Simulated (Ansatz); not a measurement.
# BSiH4 (SMILES [BH][SiH3]): UCCSDT/STO-3G

Aim: the vertical ionisation energy of BSiH4 at UCCSDT/STO-3G, from 2 runs. 

The results are computed with Ansatz 0.2.0.

54 further runs of the same task are left out: 1 that didn't finish, 53 set aside as unsound or not needed.

## Step 1: The structure to begin with

The species is BSiH4 (6 atoms), meant as a doublet with charge 0. SMILES: `[BH][SiH3]`. Geometry: relaxed at GFN2-xTB.

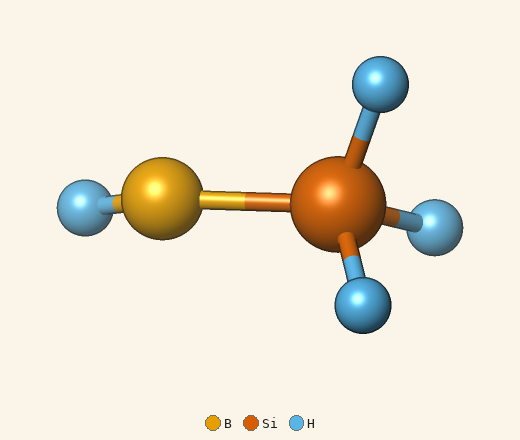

Viewed from a chosen angle; boron amber, silicon orange, hydrogen blue.

## Step 2: A single-point energy at UCCSDT/STO-3G

Contents of run.yaml:

```yaml
basis:
  gaussian:
    orbitals: STO-3G
crystal:
  periodic: [false, false, false]
  atoms:
    - {symbol: B, position_ang: [0.938510, -0.830080, 0.651420]}
    - {symbol: Si, position_ang: [-0.268720, 0.378400, -0.198310]}
    - {symbol: H, position_ang: [1.206890, -1.921260, 0.929580]}
    - {symbol: H, position_ang: [-1.511470, -0.138420, -0.820190]}
    - {symbol: H, position_ang: [0.392690, 1.102720, -1.300860]}
    - {symbol: H, position_ang: [-0.757900, 1.408630, 0.738360]}
scf:
  omitted_lower_state_checks: [cluster_reference, increment]
correlation:
  method: ccsdt
  frozen_orbitals: {B: 1, H: 0, Si: 5}
magnetization:
  spin_polarized: true
  initial_magnetization: 1
accuracy: high
```

Run with:

```bash
$ ansatz run run.yaml --threads 1 --pin off --max-ram 2610MiB --events-out events.jsonl --progress --plain --runs-dir runs
```

The log of the run, cut to the lines that bear on the results:

```text
Warning: RAYON_NUM_THREADS=1 ignored (pool sized by the plan → 1); use --threads N
Functional definition: HF
  name "HF"
[...]
311 factors; integrals over basis functions are off by at most 2.2e-8 eV
[...]
mean field -8494.95822456 eV, -312.1839566632 hartree, gradient 9.6e-8 eV, S^2 0.756407; 4 other end points of the search recorded, 0 dependent functions left out
6 core orbitals not correlated: weight in the atoms' cores, before any rotation towards them, 0.999 or more for the frozen orbitals, at most 0.000 for the correlated occupied ones
reference -8494.95822456 eV, -312.1839566632 hartree; 6, 5 occupied and 6, 7 virtual orbitals, 311 factors
second order -1.66176448 eV of doubles, -0.00000000 eV of singles
cycle   1  -2.18021347 eV  change   -5.2e-1 eV  update   6.2e-2
[...]
cycle  29  -2.51607452 eV  change   -1.1e-9 eV  update   1.3e-9
Total energy: -8497.47429908 eV, -312.2764206962 hartree
Checks for a lower state left out: cluster_reference, increment
```

Wall time 1.2 s (1 thread of Intel Xeon Platinum 8259CL at 2.50GHz (Skylake/Cascade Lake), shared host).

## Step 3: The singlet cation, same level

Contents of in.yaml:

```yaml
crystal:
  periodic: [false, false, false]
  atoms:
    - {symbol: B, position_ang: [0.938510, -0.830080, 0.651420]}
    - {symbol: Si, position_ang: [-0.268720, 0.378400, -0.198310]}
    - {symbol: H, position_ang: [1.206890, -1.921260, 0.929580]}
    - {symbol: H, position_ang: [-1.511470, -0.138420, -0.820190]}
    - {symbol: H, position_ang: [0.392690, 1.102720, -1.300860]}
    - {symbol: H, position_ang: [-0.757900, 1.408630, 0.738360]}
basis:
  gaussian:
    orbitals: STO-3G
total_charge: 1
correlation:
  method: ccsdt
  frozen_orbitals: {B: 1, H: 0, Si: 5}
accuracy: high
scf:
  omitted_lower_state_checks: [cluster_reference, increment]
```

Run with:

```bash
$ ansatz run in.yaml --threads 1 --pin off --max-ram 2610MiB --events-out events.jsonl --progress --plain --runs-dir runs
```

The log of the run, cut to the lines that bear on the results:

```text
Warning: RAYON_NUM_THREADS=1 ignored (pool sized by the plan → 1); use --threads N
Functional definition: HF
  name "HF"
[...]
311 factors; integrals over basis functions are off by at most 2.2e-8 eV
[...]
mean field -8489.13521309 eV, -311.9699649385 hartree, gradient 1.8e-8 eV, S^2 0.000000; 0 other end points of the search recorded, 0 dependent functions left out
6 core orbitals not correlated: weight in the atoms' cores, before any rotation towards them, 1.000 or more for the frozen orbitals, at most 0.000 for the correlated occupied ones
reference -8489.13521309 eV, -311.9699649385 hartree; 5, 5 occupied and 7, 7 virtual orbitals, 311 factors
second order -1.90264616 eV of doubles, -0.00000000 eV of singles
cycle   1  -2.47532919 eV  change   -5.7e-1 eV  update   7.6e-2
[...]
cycle  27  -2.89739339 eV  change   3.0e-10 eV  update  7.8e-10
Total energy: -8492.03260648 eV, -312.0764421816 hartree
Checks for a lower state left out: cluster_reference, increment
```

Wall time 0.44 s (1 thread of Intel Xeon Platinum 8259CL at 2.50GHz (Skylake/Cascade Lake), shared host).

## Step 4: Summary of results

At UCCSDT/STO-3G, 6 core orbitals frozen:

```
                                                   quantity          value
                                doublet BSiH4: total energy  -312.27642 Eh
 doublet BSiH4: correlation energy (6 core orbitals frozen)      -92.5 mEh
           doublet BSiH4: ⟨S²⟩ of the reference determinant          0.756
                               doublet BSiH4: T1 diagnostic          0.007
                               singlet cation: total energy  -312.07644 Eh
singlet cation: correlation energy (6 core orbitals frozen)     -106.5 mEh
                              singlet cation: T1 diagnostic          0.020
         vertical ionisation energy (to the singlet cation)       5.442 eV
```

What this shows: The vertical ionisation energy comes to 5.44 eV (125 kcal/mol). Only the singlet of the ionised species was computed; a triplet could lie lower. In a minimal basis such a difference can be off by several eV, whatever the method.
